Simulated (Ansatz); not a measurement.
**InH2 (SMILES [InH2]): U-wB97X/STO-3G**

Aim: the energy change on altering one bond length of InH2 at U-wB97X/STO-3G, from 2 runs. 

The calculation is run with Ansatz 0.2.0.

22 further runs of the same task are left out: 22 set aside as unsound or not needed.

### Step 1. Starting point

InH2 has 3 atoms, charge 0, and is taken as a doublet. SMILES: `[InH2]`. Geometry: relaxed at PBE0-D4/def2-TZVP.

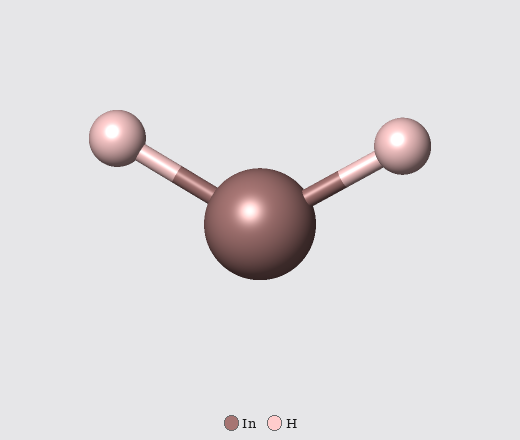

Viewed from a chosen angle; indium brown, hydrogen pink.

### Step 2. The energy at U-wB97X/STO-3G

The input, input.yaml:

```yaml
crystal:
  periodic: [false, false, false]
  atoms:
    - {symbol: In, position_ang: [0.384600, -0.425400, 0.149800]}
    - {symbol: H, position_ang: [0.691300, 1.265400, 0.521600]}
    - {symbol: H, position_ang: [-1.086900, -0.904800, -0.684700]}
basis:
  gaussian:
    orbitals: STO-3G
magnetization:
  spin_polarized: true
  initial_magnetization: 1
hamiltonian:
  xc: {name: wB97X}
accuracy: high
```

Command:

```console
$ ansatz run input.yaml --threads 1 --pin off --max-ram 2610MiB --events-out events.jsonl --progress --plain --runs-dir runs
```

What it wrote:

```text
Warning: RAYON_NUM_THREADS=1 ignored (pool sized by the plan → 1); use --threads N
Functional definition: wB97X
  name "wB97X"
  parameter omega = 0.3/bohr
  parameter cx = 0.157706
  parameter cx1 = 0.726479
  parameter cx2 = 1.04760
  parameter cx3 = -5.70635
  parameter cx4 = 13.2794
  parameter css1 = -4.33879
  parameter css2 = 18.2308
  parameter css3 = -31.7430
  parameter css4 = 17.2901
  parameter cos1 = 2.37031
  parameter cos2 = -11.3995
  parameter cos3 = 6.58405
  parameter cos4 = -3.78132
  exchange = spin_sum(e_x_unif_sr(omega)*poly(b97_u_x, 1 - cx, cx1, cx2, cx3, cx4)) + cx*exact_x_sr(omega)
      + exact_x_lr(omega)
  correlation = spin_sum(e_c_pw_same_spin*poly(b97_u_same, 1, css1, css2, css3, css4))
      + integral(e_c_pw_opposite_spin*poly(b97_u_opposite, 1, cos1, cos2, cos3, cos4))
499 factors; integrals over basis functions are off by at most 4.0e-9 eV
102 factors; integrals over basis functions are off by at most 4.9e-10 eV
mean field evaluation 1: about -154726.3436 eV, gradient 6.1e0 eV
mean field evaluation 2: about -154726.9330 eV, gradient 1.8e0 eV
mean field evaluation 4: about -154727.0125 eV, gradient 2.2e-1 eV
mean field evaluation 8: about -154726.9548 eV, gradient 1.9e-3 eV
mean field evaluation 16: about -154726.9548 eV, gradient 5.9e-7 eV
mean field -154726.95477095 eV, -5686.1107101357 hartree, gradient 2.4e-8 eV, S^2 0.750465; 0 other end points of the search recorded, 0 dependent functions left out
reference -154726.95476971 eV, -5686.1107100900 hartree; 26, 25 occupied and 3, 4 virtual orbitals, 499 factors
Total energy: -154726.95476971 eV, -5686.1107100900 hartree
```

Wall time 8.4 s (1 thread of Arm Neoverse V2, shared host); peak memory 0.34 GiB.

### Step 3. The distorted shape, same level

The input, in.yaml:

```yaml
crystal:
  periodic: [false, false, false]
  atoms:
    - {symbol: In, position_ang: [0.752440, -0.305562, 0.358405]}
    - {symbol: H, position_ang: [1.059140, 1.385238, 0.730205]}
    - {symbol: H, position_ang: [-1.086900, -0.904800, -0.684700]}
basis:
  gaussian:
    orbitals: STO-3G
total_charge: 0
magnetization:
  spin_polarized: true
  initial_magnetization: 1
hamiltonian:
  xc: {name: wB97X}
accuracy: high
```

Command:

```console
$ ansatz run in.yaml --threads 1 --pin off --max-ram 2610MiB --events-out events.jsonl --progress --plain --runs-dir runs
```

What it wrote, shortened:

```text
Warning: RAYON_NUM_THREADS=1 ignored (pool sized by the plan → 1); use --threads N
[... 2 set-up lines as earlier in the session ...]
[...]
      + exact_x_lr(omega)
[...]
      + integral(e_c_pw_opposite_spin*poly(b97_u_opposite, 1, cos1, cos2, cos3, cos4))
499 factors; integrals over basis functions are off by at most 4.0e-9 eV
102 factors; integrals over basis functions are off by at most 4.9e-10 eV
[...]
mean field -154725.54173615 eV, -5686.0587820645 hartree, gradient 2.7e-8 eV, S^2 0.755461; 0 other end points of the search recorded, 0 dependent functions left out
reference -154725.54173484 eV, -5686.0587820165 hartree; 26, 25 occupied and 3, 4 virtual orbitals, 499 factors
Total energy: -154725.54173484 eV, -5686.0587820165 hartree
```

Wall time 9.9 s (1 thread of Arm Neoverse V2, shared host); peak memory 0.34 GiB.

### Step 4. Results

At U-wB97X/STO-3G:

| quantity | value |
| --- | --- |
| first shape: total energy | -5686.11071 Eh |
| first shape: ⟨S²⟩ | 0.750 |
| distorted shape: total energy | -5686.05878 Eh |
| distorted shape: ⟨S²⟩ | 0.755 |
| energy change with the In1–H3 bond stretched from 1.758 to 2.198 Å | 1.413 eV |

In words: With the In1–H3 bond stretched from 1.758 to 2.198 Å the energy rises by 1.41 eV (33 kcal/mol). The first shape isn't relaxed at this level, so the change isn't measured from a minimum. The minimal basis adds a large error of its own. Relativity is left out (first shape) although the molecule holds a heavy atom. Relativity is left out (distorted shape) although the molecule holds a heavy atom.
